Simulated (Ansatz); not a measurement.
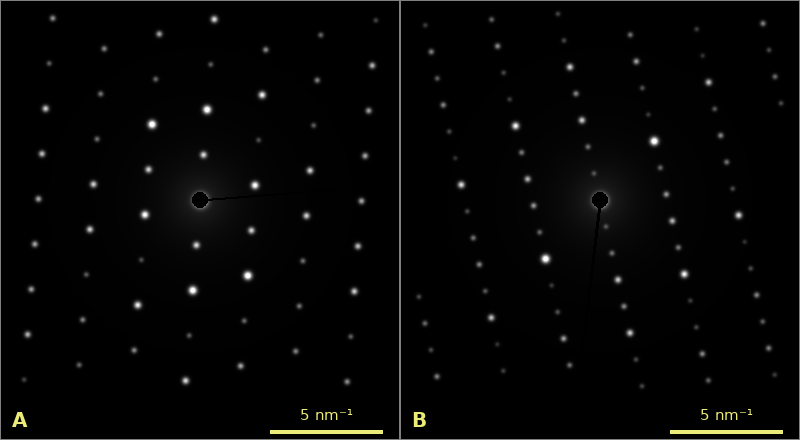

Kinematic electron diffraction patterns (120 kV, B = 0.5 Å², same scale, each along a low-index zone) of two structures of composition Si3Sb2, each relaxed at zero pressure with DFT PBE, scalar-relativistic, plane waves, PAW in Ansatz.

The structures (standard cells):
1. R-3m (No. 166), a = 3.890 Å, c = 24.458 Å (hexagonal axes), 15 atoms; generated start, possibly hypothetical
2. R-3c (No. 167), a = 6.305 Å, c = 22.297 Å (hexagonal axes), 30 atoms; generated start, possibly hypothetical

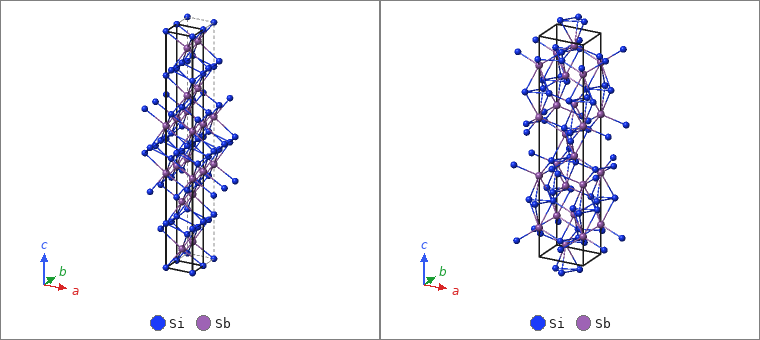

Drawings of the structures 1 to 2, from left to right (each may span several cells).

> Which pattern belongs to which structure, and along which zone?

A is structure 2 along [100] or an equivalent direction: oblique net of 0 1 2 at d = 4.90 Å and 0 1 -4 at d = 3.90 Å, 70.5° apart (some points of this net are extinct or too weak to see). B is structure 1 along [100] or an equivalent direction: oblique net of 0 0 3 (weak) at d = 8.15 Å and 0 -1 1 at d = 3.34 Å, 82.2° apart (some points of this net are extinct or too weak to see).

> Rank the structures by their computed energy.

Structure 1 (R-3m, 21.37 Å³ an atom) is the lowest of these; structure 2 (R-3c, 25.59 Å³ an atom) lies about 250 meV an atom higher. These are static energies at 0 K; other structures, not shown, may lie lower still.
